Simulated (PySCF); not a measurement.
C4H8F2Si

Input file:

```
{"job": {"kind": "nmr", "xc": "PBE0", "basis": "pcSseg-1"}, "charge": 0, "multiplicity": 1}
F     -1.244827     0.369558     1.332451
C     -1.019507     0.352639    -0.033250
C     -0.479993    -1.015735    -0.417875
C      0.878924    -1.226546     0.281458
Si     1.623255     0.519397     0.410779
C      0.069526     1.369545    -0.337370
F     -0.250521     2.617778     0.132912
H     -1.975103     0.598608    -0.527523
H     -1.211423    -1.794650    -0.154058
H     -0.365008    -1.047454    -1.514228
H      0.723431    -1.618269     1.298443
H      1.511656    -1.950547    -0.250998
H      1.904603     0.960112     1.805772
H      2.838013     0.737240    -0.430839
H      0.178592     1.424727    -1.437326
```

Launched as:

```sh
OMP_NUM_THREADS=1 python probes_run.py task.json out
```

Geometry: PBE0-D3(BJ)/def2-SVP.

All numbers below come from PySCF, PBE0/pcSseg-1, SCF density, gas phase, non-relativistic.

> Predict the electron density and electron localisation function between the atoms.

C–F (1.37 Å): ρ is about 2.1 e/Å³ halfway, with its minimum of 1.7 e/Å³ about 0.5 Å from C; the ELF peaks at about 0.85 between the atoms; a shared but strongly polarised pair.
C–C (1.52 Å): the density is about 1.7 e/Å³ at the midpoint; the ELF peaks at about 0.95 between the atoms, as expected for a shared electron pair.
C–H (1.10 Å): ρ at the midpoint is about 1.9 e/Å³; the ELF climbs to about 1 towards the hydrogen, as it does in any bond to H: a covalent bond by its length.

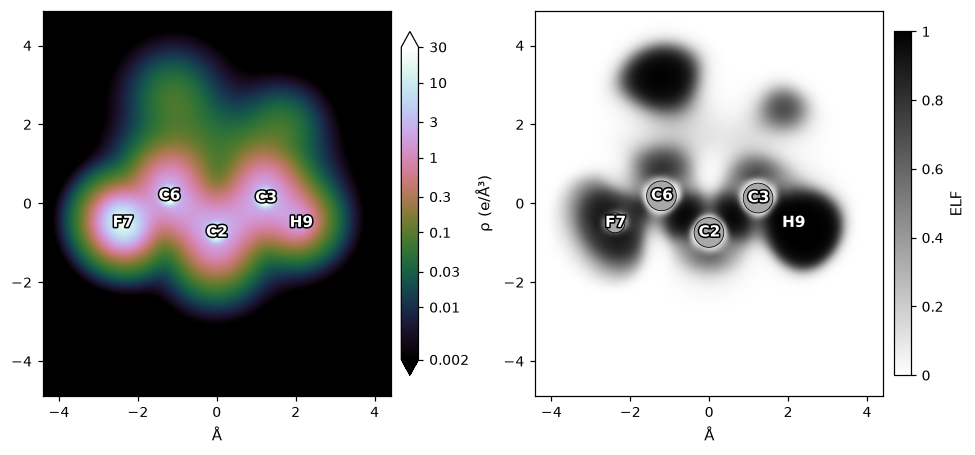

Computed electron density and electron localisation function on the plane of atoms C3, C2 and C6, in this order. Grey discs cover the atomic cores in the ELF map. 
